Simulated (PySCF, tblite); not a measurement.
# C₅H₁₁NOSi: geometry, infrared bands and NMR shifts

What infrared bands and NMR shifts should C₅H₁₁NOSi (`NC(=O)[C@H]1CC[SiH2]C1`) show?

Programs: tblite 0.8.0 and PySCF 2.14.0, with density-fitted response routines of our own. Each step states its level of theory. These are calculated values for one molecule in the gas phase, unless marked as measured. Atoms are numbered from 0 throughout.

## Step 1: The starting structure

19 atoms, charge 0, multiplicity 1; geometry from: force field or distance geometry start.

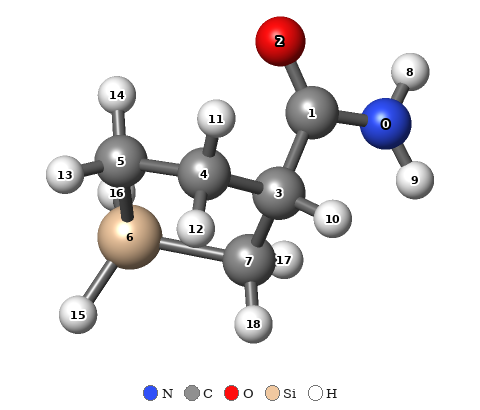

As it starts; nitrogen blue, carbon grey, oxygen red, silicon light orange, hydrogen white, atoms numbered; sticks join atoms by distance.

## Step 2: Relaxing the molecule with GFN2-xTB

The job: settings as JSON, then the geometry in Å.

```
{"job": {"kind": "relax", "xc": "GFN2-xTB", "basis": "xTB"}, "charge": 0, "multiplicity": 1}
N      2.392200     0.673500     1.090000
C      1.089000     0.261800     1.226500
O      0.449100     0.582800     2.220900
C      0.581000    -0.631100     0.100900
C     -0.814100    -1.235500     0.416900
C     -1.899800    -0.160800     0.162500
Si    -1.266300     0.873300    -1.308800
C      0.505500     0.116800    -1.239500
H      2.774400     1.265100     1.816200
H      2.963300     0.415200     0.313500
H      1.305200    -1.459500     0.019600
H     -0.888400    -1.622800     1.434300
H     -0.993100    -2.080900    -0.255900
H     -2.862200    -0.618300    -0.045300
H     -1.999800     0.497300     1.042800
H     -1.941500     0.511800    -2.567100
H     -1.246100     2.327700    -1.007500
H      1.253400     0.888300    -1.360900
H      0.588500    -0.595400    -2.066500
```

The run is started by

```console
OMP_NUM_THREADS=1 python probes_run.py task.json out
```

One launch serves the whole session: the jobs run in the order shown.

Log:

```text
step      E/eV     max force
  0    -681.13351    1.205
  1    -681.16530    1.195
  2    -681.18395    0.379
  3    -681.19547    0.252
  4    -681.20554    0.249
  5    -681.21119    0.164
  6    -681.21638    0.165
  7    -681.22088    0.151
  8    -681.22387    0.138
  9    -681.22536    0.090
 10    -681.22644    0.077
 11    -681.22758    0.077
 12    -681.22878    0.083
 13    -681.22985    0.069
 14    -681.23074    0.073
 15    -681.23142    0.064
 16    -681.23192    0.052
 17    -681.23233    0.043
 18    -681.23277    0.060
 19    -681.23323    0.071
 20    -681.23367    0.058
 21    -681.23405    0.049
 22    -681.23442    0.050
 23    -681.23486    0.059
 24    -681.23533    0.049
 25    -681.23573    0.048
 26    -681.23602    0.047
 27    -681.23631    0.041
 28    -681.23664    0.053
 29    -681.23702    0.048
 30    -681.23732    0.040
 31    -681.23753    0.031
 32    -681.23768    0.032
 33    -681.23784    0.031
 34    -681.23801    0.026
 35    -681.23816    0.025
 36    -681.23828    0.024
 37    -681.23837    0.023
 38    -681.23847    0.021
 39    -681.23858    0.024
 40    -681.23869    0.021
 41    -681.23878    0.021
 42    -681.23886    0.019
 43    -681.23895    0.028
 44    -681.23906    0.033
 45    -681.23916    0.026
 46    -681.23924    0.018
 47    -681.23929    0.015
 48    -681.23933    0.014
 49    -681.23936    0.013
 50    -681.23939    0.015
 51    -681.23942    0.017
 52    -681.23947    0.019
 53    -681.23953    0.021
 54    -681.23958    0.022
 55    -681.23963    0.019
 56    -681.23968    0.017
 57    -681.23974    0.018
 58    -681.23982    0.026
 59    -681.23991    0.034
 60    -681.24000    0.033
 61    -681.24010    0.026
 62    -681.24020    0.027
 63    -681.24030    0.025
 64    -681.24041    0.032
 65    -681.24051    0.034
 66    -681.24064    0.027
 67    -681.24078    0.035
 68    -681.24091    0.030
 69    -681.24100    0.056
 70    -681.24108    0.028
 71    -681.24117    0.021
 72    -681.24128    0.031
 73    -681.24138    0.022
 74    -681.24149    0.027
 75    -681.24161    0.026
 76    -681.24171    0.044
 77    -681.24183    0.036
 78    -681.24197    0.039
 79    -681.24223    0.097
 80    -681.24232    0.044
 81    -681.24247    0.048
 82    -681.24276    0.118
 83    -681.24298    0.049
 84    -681.24330    0.082
 85    -681.24374    0.107
 86    -681.24400    0.059
 87    -681.24440    0.152
 88    -681.24475    0.096
 89    -681.24520    0.123
 90    -681.24551    0.099
 91    -681.24616    0.067
 92    -681.24613    0.340
 93    -681.24729    0.060
 94    -681.24803    0.056
 95    -681.24495    0.916
 96    -681.25048    0.098
 97    -681.25161    0.060
 98    -681.24561    1.005
 99    -681.25310    0.072
100    -681.25408    0.103
101    -681.24959    0.952
102    -681.25639    0.105
103    -681.25774    0.124
104    -681.25514    0.924
105    -681.26173    0.111
106    -681.26387    0.119
107    -681.26563    0.878
108    -681.27249    0.103
109    -681.27645    0.103
110    -681.28117    0.816
111    -681.28890    0.159
112    -681.29354    0.164
113    -681.29328    0.844
114    -681.30559    0.240
115    -681.31153    0.273
116    -681.31930    0.533
117    -681.32860    0.158
118    -681.33198    0.234
119    -681.33547    0.123
120    -681.33732    0.112
121    -681.34027    0.077
122    -681.34206    0.107
123    -681.34558    0.145
124    -681.34856    0.157
125    -681.35100    0.108
126    -681.35284    0.097
127    -681.35480    0.094
128    -681.35713    0.126
129    -681.36052    0.144
130    -681.36269    0.122
131    -681.36390    0.099
132    -681.36469    0.096
133    -681.36581    0.096
134    -681.36707    0.078
135    -681.36872    0.140
136    -681.36985    0.066
137    -681.37039    0.042
138    -681.37067    0.033
139    -681.37097    0.054
140    -681.37132    0.059
141    -681.37164    0.060
142    -681.37188    0.028
143    -681.37203    0.024
144    -681.37212    0.025
145    -681.37219    0.023
146    -681.37224    0.017
147    -681.37229    0.014
148    -681.37232    0.013
149    -681.37236    0.013
150    -681.37239    0.013
151    -681.37243    0.014
152    -681.37246    0.011
153    -681.37248    0.008
```

Wall time 2 s (1 thread of Arm Neoverse N1, shared host).

The steps of the relaxation: (not every step is listed)

| step | energy from step 0 (eV) | largest force (eV/Å) |
| --- | --- | --- |
| 0 | 0.0000 | 1.2051 |
| 1 | -0.0318 | 1.1952 |
| 2 | -0.0504 | 0.3789 |
| 3 | -0.0620 | 0.2519 |
| 4 | -0.0720 | 0.2491 |
| 5 | -0.0777 | 0.1642 |
| 6 | -0.0829 | 0.1646 |
| 7 | -0.0874 | 0.1511 |
| 8 | -0.0904 | 0.1379 |
| 22 | -0.1009 | 0.0501 |
| 36 | -0.1048 | 0.0237 |
| 50 | -0.1059 | 0.0150 |
| 64 | -0.1069 | 0.0317 |
| 78 | -0.1085 | 0.0394 |
| 92 | -0.1126 | 0.3399 |
| 106 | -0.1304 | 0.1190 |
| 120 | -0.2038 | 0.1117 |
| 134 | -0.2336 | 0.0778 |
| 148 | -0.2388 | 0.0125 |
| 149 | -0.2388 | 0.0128 |
| 150 | -0.2389 | 0.0130 |
| 151 | -0.2389 | 0.0139 |
| 152 | -0.2390 | 0.0109 |
| 153 | -0.2390 | 0.0077 |

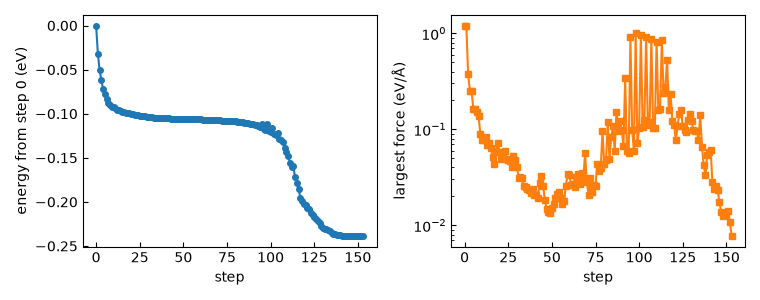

Energy and force, step by step.

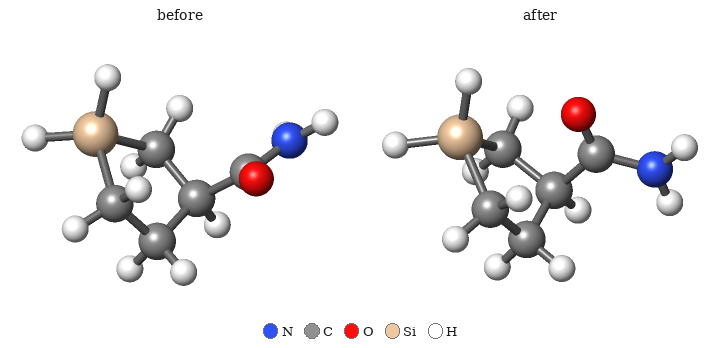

Before and after, at one scale.

Close pairs (by a distance rule), those that changed most:

| bond | before (Å) | after (Å) | change (Å) |
| --- | --- | --- | --- |
| Si6–H16 | 1.485 | 1.452 | -0.033 |
| N0–C1 | 1.373 | 1.351 | -0.023 |
| Si6–C7 | 1.928 | 1.907 | -0.021 |
| C4–C5 | 1.549 | 1.529 | -0.019 |
| C5–H14 | 1.104 | 1.088 | -0.016 |
| C1–C3 | 1.524 | 1.509 | -0.015 |
| C3–C4 | 1.553 | 1.538 | -0.015 |
| C3–C7 | 1.537 | 1.525 | -0.012 |

The next job starts from the end point, and lists it.

## Step 3: Vibrational analysis with GFN2-xTB

The job: settings as JSON, then the geometry in Å.

```
{"job": {"kind": "ir", "xc": "GFN2-xTB", "basis": "xTB"}, "charge": 0, "multiplicity": 1}
N      2.055102     0.311852     1.646848
C      1.099036     0.594176     0.735539
O      0.537953     1.671051     0.706152
C      0.741025    -0.516036    -0.221396
C     -0.505063    -1.218313     0.344018
C     -1.658003    -0.213764     0.371021
Si    -1.336331     0.942720    -1.115597
C      0.333343     0.126702    -1.543154
H      2.298815     1.007706     2.332621
H      2.510868    -0.581705     1.683468
H      1.573744    -1.220221    -0.326420
H     -0.302801    -1.633013     1.335927
H     -0.755330    -2.046976    -0.322388
H     -2.614139    -0.731340     0.325405
H     -1.645078     0.347454     1.302904
H     -2.292620     0.616142    -2.193209
H     -1.370025     2.374797    -0.877205
H      1.097410     0.820552    -1.885632
H      0.222292    -0.642533    -2.306366
```

Log:

```text
mode    cm-1     km/mol
  1      67.3      8.55
  2     110.4     31.33
  3     185.8      3.86
  4     220.7      3.68
  5     297.3     99.22
  6     304.1     94.07
  7     343.3     11.73
  8     437.0     13.22
  9     489.1      8.14
 10     493.3     19.34
 11     544.6     35.22
 12     558.4     19.99
 13     650.2     81.03
 14     665.8     49.94
 15     708.2     77.96
 16     717.8     40.68
 17     743.4     86.12
 18     760.1     38.30
 19     825.8    115.64
 20     833.2    207.16
 21     864.8     28.54
 22     933.6      4.27
 23     944.2      4.31
 24    1030.5     12.98
 25    1036.1      1.89
 26    1084.1      9.91
 27    1114.6      6.41
 28    1135.4      8.79
 29    1165.8     26.10
 30    1220.4     10.12
 31    1245.7     44.17
 32    1268.9     59.44
 33    1276.1      4.34
 34    1316.3     17.66
 35    1355.3     63.09
 36    1458.5    145.24
 37    1479.3      0.38
 38    1488.7      2.48
 39    1501.5      2.17
 40    1735.0    428.95
 41    2153.3    433.15
 42    2362.5    259.15
 43    2913.0     73.00
 44    2942.6     64.39
 45    2968.3     37.19
 46    2995.1     36.51
 47    3005.3     83.02
 48    3020.9     11.50
 49    3023.1     48.13
 50    3464.8     11.02
 51    3543.9      6.50
```

Run time: 1.3 s. Hardware: 1 thread of Arm Neoverse N1, shared host.

Which atoms move in the most intense modes:

| cm⁻¹ | km/mol | atoms |
| --- | --- | --- |
| 297 | 99.2 | H9 32 %, C7 12 %, O2 11 % |
| 304 | 94.1 | H9 31 %, C7 10 % |
| 826 | 115.6 | H17 16 %, H13 15 %, C7 15 %, C5 11 % |
| 833 | 207.2 | H16 47 %, H15 40 % |
| 1458 | 145.2 | H9 36 %, H8 28 %, N0 22 % |
| 1735 | 428.9 | C1 64 %, O2 32 % |
| 2153 | 433.1 | H15 97 % |
| 2362 | 259.1 | H16 96 % |

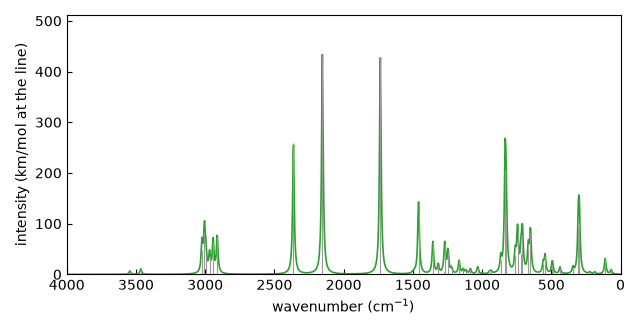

The infrared spectrum from these modes, unscaled. Lines are broadened to a width of 14 cm⁻¹ (Lorentzian).

## Step 4: Shielding tensors: PBE0/pcSseg-1

The job, as its differences from that of step 3:

```diff
@@ -1,2 +1,2 @@
-{"job": {"kind": "ir", "xc": "GFN2-xTB", "basis": "xTB"}, "charge": 0, "multiplicity": 1}
+{"job": {"kind": "nmr", "xc": "PBE0", "basis": "pcSseg-1"}, "charge": 0, "multiplicity": 1}
 N      2.055102     0.311852     1.646848
```

Level: GIAO PBE0/pcSseg-1 NMR shielding, non-relativistic, gas phase.

Log:

```text
coarse grid: 16024 points
cycle   1  E = -615.8861603795  dE =  1.187e+00  |g| = 8.712e-01  |ddm| = 3.889e+00
cycle   2  E = -615.4323064604  dE =  4.539e-01  |g| = 1.739e+00  |ddm| = 2.405e+00
cycle   3  E = -616.0336183123  dE = -6.013e-01  |g| = 2.385e-01  |ddm| = 1.840e+00
cycle   4  E = -616.0447902500  dE = -1.117e-02  |g| = 7.978e-02  |ddm| = 2.341e-01
cycle   5  E = -616.0461797580  dE = -1.390e-03  |g| = 1.111e-02  |ddm| = 7.063e-02
cycle   6  E = -616.0462050027  dE = -2.524e-05  |g| = 3.427e-03  |ddm| = 1.409e-02
cycle   7  E = -616.0462076195  dE = -2.617e-06  |g| = 8.687e-04  |ddm| = 4.298e-03
final grid: 149264 points
cycle   8  E = -616.1012503708  dE = -2.731e-05  |g| = 1.309e-02  |ddm| = 3.193e-02
cycle   9  E = -616.1011725231  dE =  7.785e-05  |g| = 2.396e-02  |ddm| = 2.665e-02
cycle  10  E = -616.1012845473  dE = -1.120e-04  |g| = 2.612e-03  |ddm| = 1.846e-02
cycle  11  E = -616.1012859821  dE = -1.435e-06  |g| = 2.521e-04  |ddm| = 2.504e-03
cycle  12  E = -616.1012859950  dE = -1.289e-08  |g| = 1.160e-04  |ddm| = 4.104e-04
cycle  13  E = -616.1012859978  dE = -2.811e-09  |g| = 3.948e-05  |ddm| = 1.273e-04
cycle  14  E = -616.1012859981  dE = -3.140e-10  |g| = 7.995e-06  |ddm| = 3.430e-05
converged SCF energy = -616.1012859981

GIAO shielding tensors (ppm)
atom      isotropic    diamagn.    paramagn.     s11        s22        s33       span
  0 N      153.679     323.085    -169.406     64.435    150.184    246.419    181.984
  1 C        6.151     249.874    -243.723    -76.037     -3.042     97.533    173.570
  2 O      -68.441     404.150    -472.591   -352.706   -178.457    325.841    678.548
  3 C      139.220     252.257    -113.037    130.495    136.084    151.079     20.584
  4 C      152.535     247.687     -95.151    131.829    153.728    172.048     40.219
  5 C      180.043     251.608     -71.565    167.908    178.125    194.095     26.187
  6 Si     385.349     878.202    -492.853    336.370    381.907    437.768    101.398
  7 C      170.474     250.626     -80.151    157.944    163.764    189.715     31.772
  8 H       27.222      30.516      -3.294     22.351     23.009     36.306     13.956
  9 H       26.867      32.869      -6.002     22.024     25.542     33.036     11.012
 10 H       29.119      34.281      -5.162     25.090     27.592     34.674      9.584
 11 H       29.745      31.507      -1.762     24.650     28.032     36.553     11.903
 12 H       30.195      31.843      -1.648     25.325     27.945     37.315     11.990
 13 H       30.873      29.686       1.187     25.672     27.601     39.347     13.675
 14 H       30.945      31.133      -0.187     26.715     28.016     38.105     11.390
 15 H       27.449      28.588      -1.139     24.180     24.365     33.801      9.621
 16 H       27.027      28.525      -1.498     22.841     25.199     33.041     10.200
 17 H       30.806      30.552       0.254     26.369     28.046     38.003     11.634
 18 H       31.302      31.185       0.117     26.508     27.716     39.682     13.174
```

Wall time 68 s (1 thread of Arm Neoverse N1, shared host); peak memory 0.88 GiB.

Shifts follow as δ = σ(reference) − σ, with reference shieldings (ppm) from runs at the same level and on the same kind of geometry: ¹H TMS 31.72, ¹³C TMS 186.9, ²⁹Si TMS 349.2, ¹⁵N NH3 267.7, ¹⁷O H2O 336.1. The references are single molecules in the gas phase, so shifts against H2O, NH3, PH3, H3PO4 or CFCl3 are not on the usual liquid scales and can be off by tens of ppm.

| atoms | environment | σ (ppm) | δ (ppm) | δ scaled to CDCl3 |
| --- | --- | --- | --- | --- |
| C1 | amide carbonyl carbon | 6.2 | 180.8 | 174.5 |
| C3 | sp3 CH α to a carbonyl | 139.2 | 47.7 | 44.6 |
| C4 | sp3 CH2 in a ring | 152.5 | 34.4 | 31.6 |
| C7 | sp3 CH2 bonded to Si | 170.5 | 16.5 | 14.1 |
| C5 | sp3 CH2 bonded to Si | 180.0 | 6.9 | 4.8 |
| H9 | hydrogen on an amide-type nitrogen | 26.87 | 4.85 | – |
| H16 | hydrogen on a silicon bonded to 2 C, in a 5-membered ring | 27.03 | 4.69 | – |
| H8 | hydrogen on an amide-type nitrogen | 27.22 | 4.50 | – |
| H15 | hydrogen on a silicon bonded to 2 C, in a 5-membered ring | 27.45 | 4.27 | – |
| H10 | hydrogen on an sp3 CH α to a carbonyl | 29.12 | 2.60 | 2.55 |
| H11 | hydrogen on an sp3 CH2 in a ring | 29.74 | 1.97 | 1.96 |
| H12 | hydrogen on an sp3 CH2 in a ring | 30.19 | 1.52 | 1.54 |
| H17 | hydrogen on an sp3 CH2 bonded to Si | 30.81 | 0.91 | 0.96 |
| H13 | hydrogen on an sp3 CH2 bonded to Si | 30.87 | 0.84 | 0.90 |
| H14 | hydrogen on an sp3 CH2 bonded to Si | 30.95 | 0.77 | 0.83 |
| H18 | hydrogen on an sp3 CH2 bonded to Si | 31.30 | 0.41 | 0.50 |
| N0 | amide-type nitrogen | 153.7 | 114.0 | – |
| O2 | amide-type carbonyl oxygen | -68.4 | 404.5 | – |
| Si6 | silicon bonded to 2 C, 2 H, in a 5-membered ring | 385.3 | -36.2 | – |

The scaled column applies a straight-line fit of computed shieldings to shifts measured in CDCl3 (root-mean-square error 0.16 ppm for H, 1.9 ppm for C).

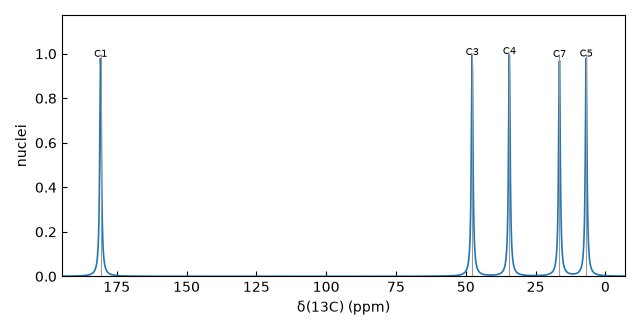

¹³C lines at the computed shifts, without couplings. Lines are broadened to a width of 0.70 ppm (Lorentzian).

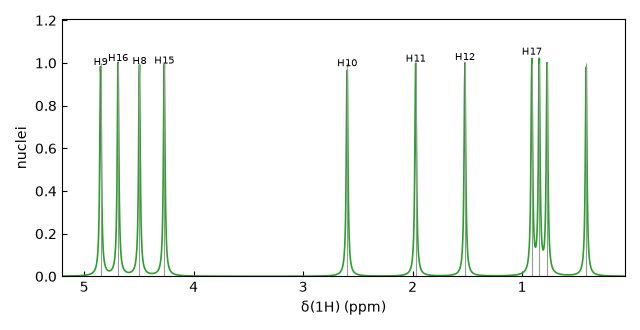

¹H lines at the computed shifts, without couplings. Lines are broadened to a width of 0.02 ppm (Lorentzian).

The run also stored atomic charges by several schemes (e):

| atoms | Mulliken | IAO | Hirshfeld | ESP fit |
| --- | --- | --- | --- | --- |
| N0 | -0.40 | -0.50 | -0.17 | -0.98 |
| C1 | 0.51 | 0.44 | 0.19 | 0.77 |
| O2 | -0.44 | -0.50 | -0.24 | -0.55 |
| C3 | -0.41 | -0.15 | -0.04 | -0.04 |
| C4 | -0.14 | -0.24 | -0.07 | -0.07 |
| C5 | -0.53 | -0.54 | -0.17 | -0.23 |
| Si6 | 0.68 | 0.75 | 0.32 | 0.43 |
| C7 | -0.41 | -0.54 | -0.17 | -0.31 |

Mulliken charges:

N0 -0.40; C1 0.51; O2 -0.44; C3 -0.41; C4 -0.14; C5 -0.53; Si6 0.68; C7 -0.41; H8 0.20; H9 0.20; H10 0.12; H11 0.12; H12 0.13; H13 0.14; H14 0.15; H15 -0.12; H16 -0.06; H17 0.14; H18 0.14

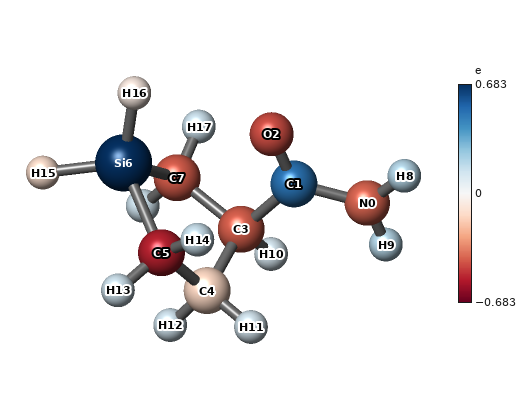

Mulliken charges, as colours on the atoms.

Mayer bond orders: N0–C1 1.21, C1–O2 1.84, C1–C3 0.90, C3–C4 0.99, C4–C5 1.02, C5–Si6 0.90, Si6–C7 0.89, C7–C3 1.01.

Ring of atoms C3, C4, C5, Si6, C7: NICS(0) -5.6, NICS(1) -4.2, NICS(1)zz -7.7 ppm (means of both faces).

The two faces differ (NICS(1)zz -4.2 and -11.2 ppm).

## Step 5: Results

| quantity | value |
| --- | --- |
| strongest single infrared mode (GFN2-xTB) | 2153 cm⁻¹, 433 km/mol |
| zero-point energy (GFN2-xTB) | 95.8 kcal/mol |
| ¹³C shifts against TMS (PBE0/pcSseg-1) | 180.8, 47.7, 34.4, 16.5, 6.9 ppm |
| ¹H shifts against TMS (PBE0/pcSseg-1) | 4.85, 4.69, 4.50, 4.27, 2.60, 1.97, 1.52, 0.91, 0.84, 0.77, 0.41 ppm |
| ¹⁵N shifts against NH3 (PBE0/pcSseg-1) | 114.0 ppm |
| ¹⁷O shifts against H2O (PBE0/pcSseg-1) | 404.5 ppm |
| ²⁹Si shifts against TMS (PBE0/pcSseg-1) | -36.2 ppm |

**Reading.** The optimisation took 153 steps and gained 0.239 eV; among the close pairs (by a distance rule), Si6–H16 changed most, from 1.485 to 1.452 Å. No mode is imaginary among the 51: a minimum at this level. The strongest single mode, at 2153 cm⁻¹, moves mainly H15. GFN2-xTB is a fitted tight-binding method: band positions and strengths are rough. Its intensities can rank the bands wrongly. At PBE0/pcSseg-1: Shielding is most anisotropic at O2 (span 679 ppm, paramagnetic term -473 ppm).
